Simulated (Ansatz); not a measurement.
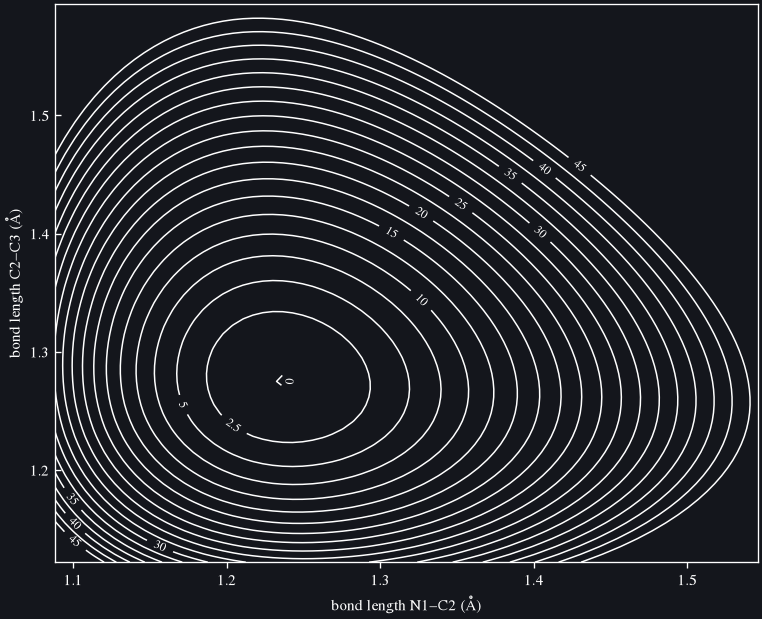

Energy landscape of C2HNSe, SMILES N=C=C=[Se]. 
- The first coordinate is: bond length N1–C2; the second: bond length C2–C3.
- Nothing is relaxed (all other coordinates rigid).
- The scan uses a 9 × 9 grid.
- Points are written as (first, second).
- All energies are given in kcal/mol relative to the relaxed molecule at the same level.
- Computed with RKS PBE0-D4/def2-TZVP in Ansatz 0.2.0.

Drawn: contour lines labelled in kcal/mol (none above 45). Between grid points the surface is interpolated. 

> Where are the wells?

The lowest grid point is at (1.260 Å, 1.299 Å), 1.0 kcal/mol from the relaxed molecule at the same level. It is the only kind of minimum in the scanned range. The highest grid point, (1.546 Å, 1.594 Å), lies 99 kcal/mol above the lowest. Round the minimum the two coordinates are weakly coupled (coupling 0.08 in units of the two stiffnesses).

The values on the grid:

```
bond length C2–C3 ↓, bond length N1–C2 →  1.088  1.146  1.203  1.260  1.317  1.374  1.432  1.489  1.546
                                   1.594     70     54     48     49     55     64     75     87    100
                                   1.535     58     41     35     36     42     51     62     74     87
                                   1.476     47     30     23     24     29     38     49     61     74
                                   1.417     37     20     13     14     19     27     38     50     63
                                   1.358     30     13      6      5     10     19     29     41     53
                                   1.299     27      9      1      1      5     13     24     35     47
                                   1.240     29     11      2      1      6     13     23     34     46
                                   1.181     39     19     10      9     13     20     29     40     52
                                   1.122     58     38     28     26     29     36     45     56     67
```

The input of one point:

```yaml
crystal:
  periodic: [false, false, false]
  atoms:
    - { symbol: "N", position_ang: [0.717048, 1.209026, 0.515414] }
    - { symbol: C, position_ang: [0.161553, 0.147833, 0.124398] }
    - { symbol: C, position_ang: [-0.308787, -1.031926, -0.148275] }
    - { symbol: Se, position_ang: [-0.979348, -2.543322, -0.57237] }
    - { symbol: H, position_ang: [0.411976, 2.043676, 0.008066] }
basis:
  gaussian: { orbitals: def2-TZVP }
hamiltonian:
  xc: pbe0
  dispersion: d4
output:
  forces: true
```

Each point was launched as `ansatz run input.yaml --threads 1 --pin off --max-ram 2560MiB --backend cpu --events-out ev --progress --plain --runs-dir out`. Time for the 81 points that were run: 9.2 min on 1 thread of Arm Neoverse V2, on a shared host.
